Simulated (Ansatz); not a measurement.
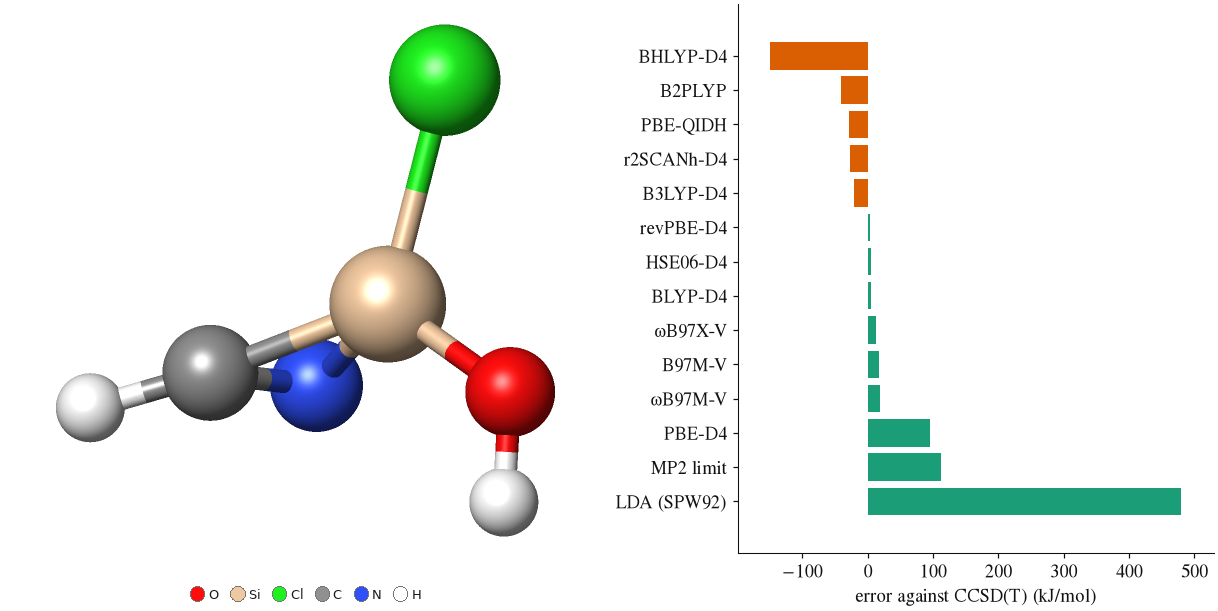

Error in the electronic atomisation energy (method less reference, so positive means overbinding) of CH₂ClNOSi, SMILES O[Si@]1(Cl)C=N1: functionals in def2-TZVPP against frozen-core CCSD(T) at the limit (MP2 extrapolated from triple and quadruple zeta, plus CCSD(T) less MP2 in a smaller set), which gives 2746.4 kJ/mol, at a PBE0-D4/def2-TZVP geometry (a minimum by its frequencies), no zero-point or spin-orbit term, the Ansatz code. The reference leaves out core correlation, a term that grows with the number of heavy atoms. B2PLYP and PBE-QIDH hold a correlation term that converges slowly with the basis, so part of the distance to the limit is basis error. No dispersion term is added to B2PLYP and PBE-QIDH. Limit means the basis limit.

Question: Which of these levels overbind, and which underbind?

Answer: Overbind: PBE-D4, MP2 limit and LDA (SPW92). Underbind: BHLYP-D4, B2PLYP, PBE-QIDH and r2SCANh-D4. Within 25 kJ/mol of zero, too close to call in view of what the reference leaves out: B3LYP-D4, revPBE-D4, HSE06-D4, BLYP-D4, ωB97X-V, B97M-V and ωB97M-V.

Question: Give the values.

Answer:
| level | kJ/mol |
| --- | --- |
| BHLYP-D4 | −149.0 |
| B2PLYP | −40.2 |
| PBE-QIDH | −28.1 |
| r2SCANh-D4 | −27.1 |
| B3LYP-D4 | −20.6 |
| revPBE-D4 | 3.3 |
| HSE06-D4 | 4.4 |
| BLYP-D4 | 5.5 |
| ωB97X-V | 13.1 |
| B97M-V | 17.2 |
| ωB97M-V | 18.9 |
| PBE-D4 | 94.8 |
| MP2 limit | 112.4 |
| LDA (SPW92) | 480.2 |
